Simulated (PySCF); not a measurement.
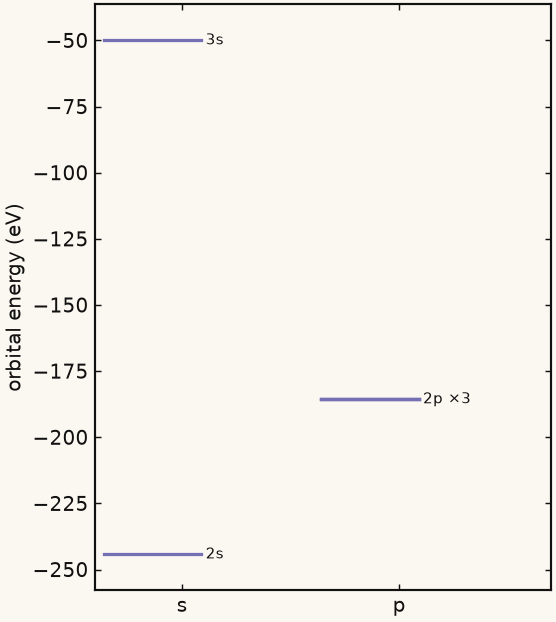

Orbital energies of the mean field, from the top down to −244.3 eV, by angular momentum; ×n counts the orbitals under one label. The highest filled orbital is 3s at −50.0 eV, the lowest empty one p at −29.2 eV.

## Atomic calculation for P³⁺

System: P³⁺, configuration 1s2 2s2 2p6 3s2, multiplicity 1.
Method: unrestricted HF, aug-cc-pVTZ-DK, spin-free X2C-1e, Gaussian nucleus (PySCF).

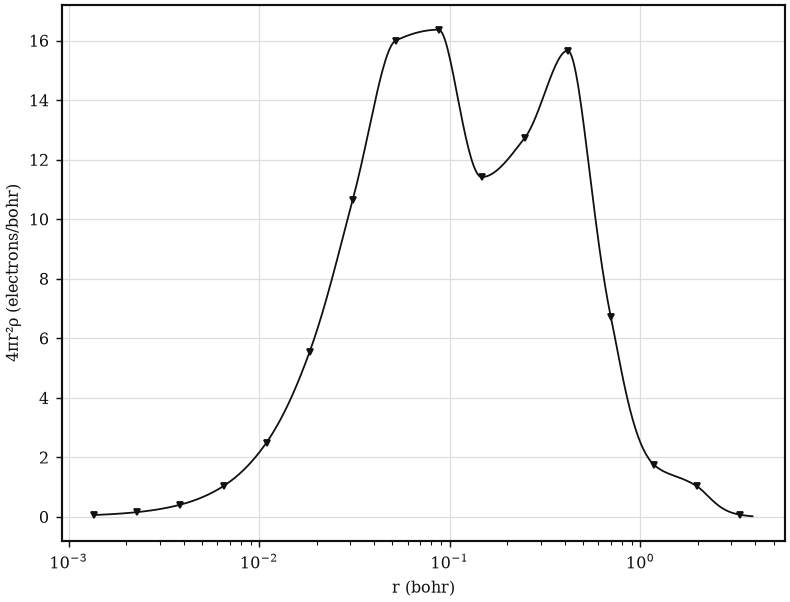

Spherically averaged radial density 4πr²ρ of the mean field; markers are the stored points, which are sparse, and the line is a monotone interpolation between them. The largest stored value is 16.4 electrons/bohr at r = 0.087 bohr. Root-mean-square radii of the shells: 1s 0.120, 2p 0.538, 2s 0.558, 3s 1.81 bohr.

These pictures come from the run below.

**The input**
```python
from pyscf import gto, scf, dft, mp, cc
import basis_set_exchange as bse
mol = gto.M(atom="P 0 0 0", charge=3, spin=0, symmetry="D2h",
            basis=gto.basis.parse(bse.get_basis("aug-cc-pVTZ-DK", elements=["P"], fmt="nwchem", header=False)),
            nucmod="G")
mf = scf.UHF(mol).sfx2c1e()
mf.irrep_nelec = {'Ag': (3, 3), 'B1u': (1, 1), 'B2u': (1, 1), 'B3u': (1, 1)}
mf.kernel()
```

The script is an equivalent of what the driver set up; the driver started from orbitals of its own, so the log can be shorter than this script's would be, and it computed the properties (radii, ⟨L²⟩, response) afterwards. It held the occupations shell by shell, which the script's counts by irreducible representation don't always enforce.

The run was one of a batch that the task file lists, launched with:
```bash
OMP_NUM_THREADS=1 python <driver script> TASK.json OUT
```

**The program's output (extracts)**
```
damping factor = 0
level_shift factor = 0
DIIS = <class 'pyscf.scf.diis.CDIIS'>
diis_start_cycle = 1
diis_space = 10
diis_damp = 0
SCF conv_tol = 1e-09
SCF conv_tol_grad = None
number electrons alpha = 6  beta = 6
cycle= 1 E= -339.377358885918  delta_E= -4.55e-12  |g|= 4.34e-07  |ddm|= 1.64e-05
converged SCF energy = -339.377358885918  <S^2> = -7.9936058e-15  2S+1 = 1
```

**Results in brief**

```tsv
quantity	value
outcome	converged
total energy	−339.377359 hartree
static polarisability	7.05 bohr³
C₆ of the like pair	18.2 hartree bohr⁶
SCF iterations	1
hardware	1 CPU thread, shared host
CPU time	0.6 s (integrals apart)
```
